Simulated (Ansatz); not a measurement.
BNH₃F: several calculations on one system

Part 1: Relaxation

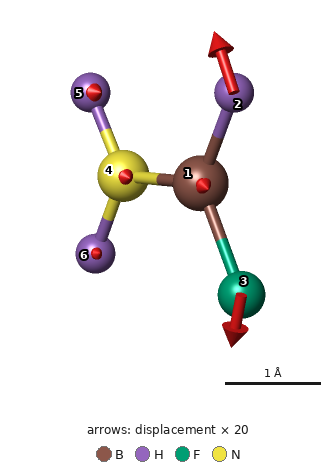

This is a relaxation of BNH3F. The starting structure is drawn; red arrows show the displacements, 20 times their true length. The two geometries are superimposed by the best rigid fit.

Style: ball-and-stick. Shown from a free direction.

The run prepares an end point of a later path (reaction) calculation, from a guessed geometry.

These are results of Ansatz 0.2.0, RKS B3LYP-D4/def2-SVP, not measurements. Settings: no spin polarisation; force threshold 0.03 eV/Å; at most 50 steps.

> What happened in the run?

H2 moves most after the best rigid fit: 0.036 Å. By element the largest moves are H 0.036 Å, F 0.031 Å, B 0.008 Å, N 0.007 Å. Some distances before and after: B1–H2 1.191 → 1.207 Å, B1–F3 1.327 → 1.340 Å. Among the angles between lasting bonds that change: H2–B1–F3 116.0° → 119.1°. After 2 geometry steps the energy has fallen by 0.37 kcal/mol. The largest force component goes from 0.46 to 0.013 eV/Å.

Part 2: Relaxation

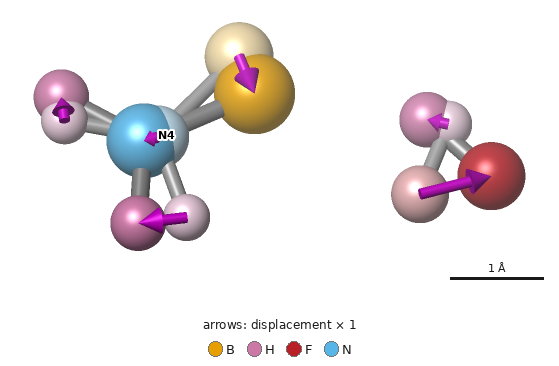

A relaxation of BNH3F. The starting structure is drawn faded, the final one solid; purple arrows show the displacements, at their true length. The two geometries are superimposed by the best rigid fit.

The picture is a ball-and-stick view, seen at a tilt.

The run prepares an end point of a later path (reaction) calculation, from a guessed geometry.

Level of theory: Ansatz 0.2.0, RKS B3LYP-D4/def2-SVP.

The input:
```yaml
crystal:
  periodic: [false, false, false]
  atoms:
    - { symbol: B, position_ang: [-0.9425, -0.495994, 0.532012] }
    - { symbol: H, position_ang: [1.338899, 0.048672, 0.943874] }
    - { symbol: F, position_ang: [1.365827, 0.432697, 0.097985] }
    - { symbol: "N", position_ang: [-1.372169, -0.097747, -0.711823] }
    - { symbol: H, position_ang: [-2.315353, -0.276581, -1.048777] }
    - { symbol: H, position_ang: [-0.752803, 0.388954, -1.359471] }
basis:
  gaussian: { orbitals: def2-SVP }
hamiltonian:
  xc: b3lyp
  dispersion: d4
relax:
  f_tol: 0.03
  max_steps: 50
```

Run as
```bash
ansatz run input.yaml --threads 1 --pin off --max-ram 2048MiB --backend cpu --events-out ev --progress --plain --runs-dir out
```

Which element moves most?

Answer. Fluorine: up to 0.82 Å, against 0.54 Å for hydrogen.

What happened in the run?

Answer. Over 14 accepted moves (20 points after the start) the energy falls by 3.10 kcal/mol. The largest force component goes from 0.3 to 0.013 eV/Å. The line search rejected the trial steps at points 5, 8, 13, 14, 16, 19 of the run. The forces were under the threshold at step 12, but the run went on from there. The largest move after the best rigid fit is that of F3, 0.82 Å. Largest moves by element: F 0.82 Å, H 0.54 Å, B 0.48 Å, N 0.16 Å. Among the contacts that change: H2–F3 0.929 → 0.956 Å, B1–N4 1.375 → 1.366 Å. Cost: 28 s on 1 thread of Arm Neoverse V1, on a shared host, peak memory 0.12 GiB.

Limits of the set-up: the start holds two separate molecules, 2.4 Å apart at their closest, whose relative position is a soft coordinate.

Part 3: Path

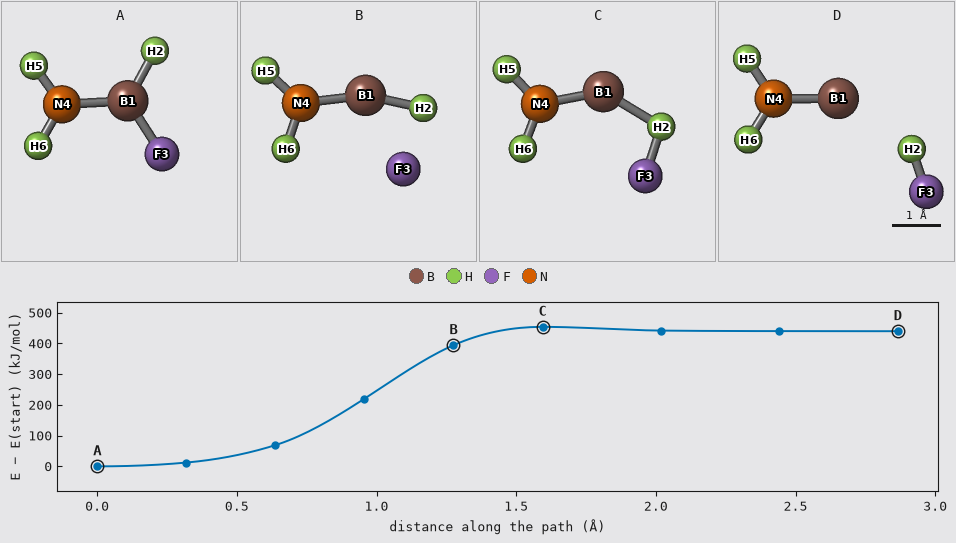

NEB run on BNH3F. Images are numbered from 0 (start) to 8 (end). Frames A to D are images 0, 4, 5, 8. The picture is a ball-and-stick view, seen face on.

These are results of RKS B3LYP-D4/def2-SVP in Ansatz 0.2.0, not measurements. Set-up: 7 movable images; climbing image; force threshold 0.05 eV/Å; iteration limit 60; starting path through a guess of the saddle point.

Describe the mechanism and the energy profile.

Forward barrier 454.1 kJ/mol, backward barrier 14.1 kJ/mol, with image 5 at the top; the reaction energy is +440.0 kJ/mol. Breaking: B1–F3 (1.34 → 2.00 at the top → 2.71 Å), B1–H2 (1.21 → 1.43 at the top → 1.89 Å). Forming: H2–F3 (2.20 → 1.10 at the top → 0.96 Å). The band is converged. At the top, the vibrational analysis gives one imaginary mode (779i cm⁻¹), as a transition state must have.

The run took 2.7 min on 1 thread of Arm Neoverse V1, with other jobs on the host, peak memory 0.1 GiB.
